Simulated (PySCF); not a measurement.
# Frequency calculation of InBr

InBr, computed with RHF/sbkjc, frequency (PySCF 2.14.0).

Some settings of this run were made unusual or wrong on purpose.

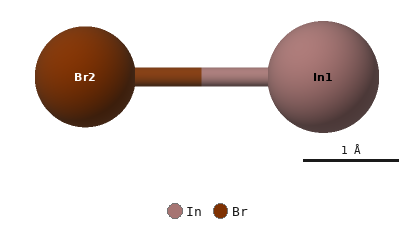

*The input geometry (ball-and-stick view, seen on its broad side; atoms are numbered from 1 in the order of the input). Sticks mark near contacts.*

Input
```python
from pyscf import gto, scf
from pyscf.hessian import thermo

mol = gto.M(
    atom='In 0 0 0; Br 0 0 2.505',
    basis='sbkjc',
    ecp={'In': 'sbkjc', 'Br': 'sbkjc'},
    charge=0,
    spin=0,
    verbose=4,
)
mf = scf.RHF(mol)
mf.init_guess = 'random'
mf.kernel()
hess = mf.Hessian().kernel()
print('wavenumber (cm^-1) =', thermo.harmonic_analysis(mol, hess)['freq_wavenumber'].round(1))
mf.dip_moment()
print('orbital energies (hartree):', mf.mo_energy[..., max(0, mol.nelec[1]-3):mol.nelec[0]+3].round(4))
```

Launched with:
```bash
OMP_NUM_THREADS=1 python input.py
```

Output
```
PySCF version 2.14.0

[INPUT] verbose = 4
[INPUT] num. atoms = 2
[INPUT] num. electrons = 28
[INPUT] charge = 0
[INPUT] spin (= nelec alpha-beta = 2S) = 0
[INPUT] symmetry False subgroup None
[INPUT] Mole.unit = angstrom
[INPUT] Symbol           X                Y                Z      unit          X                Y                Z       unit  Magmom
[INPUT]  1 In     0.000000000000   0.000000000000   0.000000000000 AA    0.000000000000   0.000000000000   0.000000000000 Bohr   0.0
[INPUT]  2 Br     0.000000000000   0.000000000000   2.505000000000 AA    0.000000000000   0.000000000000   4.733763942035 Bohr   0.0

nuclear repulsion = 31.0535129761437
number of shells = 15
number of NR pGTOs = 77
number of NR cGTOs = 39
basis = sbkjc
ecp = {'In': 'sbkjc', 'Br': 'sbkjc'}

******** <class 'pyscf.scf.hf.RHF'> ********
method = RHF
initial guess = random
damping factor = 0
level_shift factor = 0
DIIS = <class 'pyscf.scf.diis.CDIIS'>
diis_start_cycle = 1
diis_space = 8
diis_damp = 0
SCF conv_tol = 1e-09
SCF conv_tol_grad = None
SCF max_cycles = 50
direct_scf = True
direct_scf_tol = 1e-13
Set gradient conv threshold to 3.16228e-05
Initial guess from minao.
init E= -170.527700582237
  HOMO = 0.0909254005366824  LUMO = 0.0970283322241682  gap/eV = 0.16607
cycle= 1 E= -188.771589843239  delta_E= -18.2  |g|= 8.03  |ddm|= 8.49
  HOMO = -1.03541838323557  LUMO = -0.587392161678696  gap/eV = 12.19141
cycle= 2 E= -188.214576640307  delta_E= 0.557  |g|= 7.89  |ddm|= 11.4
  HOMO = -0.358862416744622  LUMO = -0.0620030003251803  gap/eV = 8.07796
cycle= 3 E= -200.951892004223  delta_E= -12.7  |g|= 1.39  |ddm|= 8.56
  HOMO = -0.166610338213712  LUMO = -0.0355935526308973  gap/eV = 3.56515
cycle= 4 E= -201.257081544692  delta_E= -0.305  |g|= 0.718  |ddm|= 2.76
  HOMO = -0.320327376866924  LUMO = 0.0255461246841329  gap/eV = 9.41170
cycle= 5 E= -201.468183629844  delta_E= -0.211  |g|= 0.131  |ddm|= 1.01
  HOMO = -0.322999231742481  LUMO = 0.0386144796378504  gap/eV = 9.84001
cycle= 6 E= -201.474449654354  delta_E= -0.00627  |g|= 0.0179  |ddm|= 0.271
  HOMO = -0.323475574224402  LUMO = 0.0344170263319909  gap/eV = 9.73875
cycle= 7 E= -201.474680469552  delta_E= -0.000231  |g|= 0.00587  |ddm|= 0.0512
  HOMO = -0.324916218133445  LUMO = 0.0335955946629806  gap/eV = 9.75560
cycle= 8 E= -201.474707809501  delta_E= -2.73e-05  |g|= 0.00106  |ddm|= 0.0238
  HOMO = -0.324510665680156  LUMO = 0.0338926223442207  gap/eV = 9.75265
cycle= 9 E= -201.47470902085  delta_E= -1.21e-06  |g|= 0.000333  |ddm|= 0.00392
  HOMO = -0.324439213382611  LUMO = 0.0339164931184173  gap/eV = 9.75136
cycle= 10 E= -201.474709180219  delta_E= -1.59e-07  |g|= 3.87e-05  |ddm|= 0.00181
  HOMO = -0.324444611614807  LUMO = 0.0339160837862471  gap/eV = 9.75149
cycle= 11 E= -201.474709181629  delta_E= -1.41e-09  |g|= 5.87e-06  |ddm|= 0.000134
  HOMO = -0.324442365353412  LUMO = 0.0339150539929016  gap/eV = 9.75140
cycle= 12 E= -201.474709181662  delta_E= -3.3e-11  |g|= 5.61e-07  |ddm|= 2.06e-05
  HOMO = -0.324442345413186  LUMO = 0.0339150297127014  gap/eV = 9.75140
```

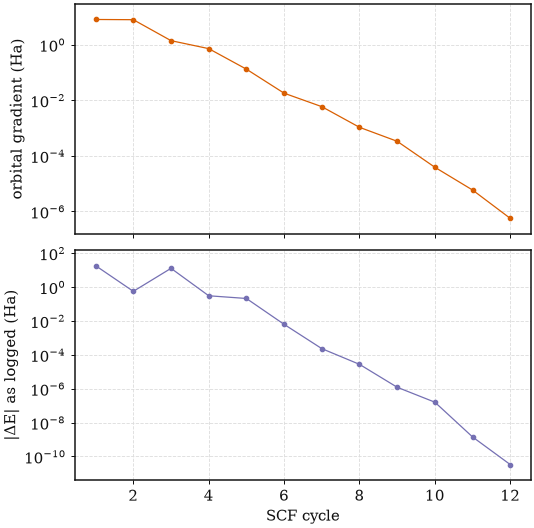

*Convergence of the self-consistent field: orbital gradient and size of the energy change against the SCF cycle.*

The residual falls at every step.

```
Extra cycle  E= -201.474709181662  delta_E= -1.42e-13  |g|= 1.88e-07  |ddm|= 1.46e-06
converged SCF energy = -201.474709181662
wavenumber (cm^-1) = [263.1]
Dipole moment(X, Y, Z, Debye):  0.00000, -0.00000, -4.04839
orbital energies (hartree): [-0.3913 -0.3913 -0.3244  0.0339  0.0339  0.1199]
```

Outcome

- outcome: converged
- SCF energy: −201.474709 hartree
- dipole moment: 4.05 D
- hardware: 1 CPU thread, shared host
- wall time: 7 s

Diagnosis

Some settings of this run were drawn to be unusual or wrong. It converged; results that depend on the unusual settings are not reference values.
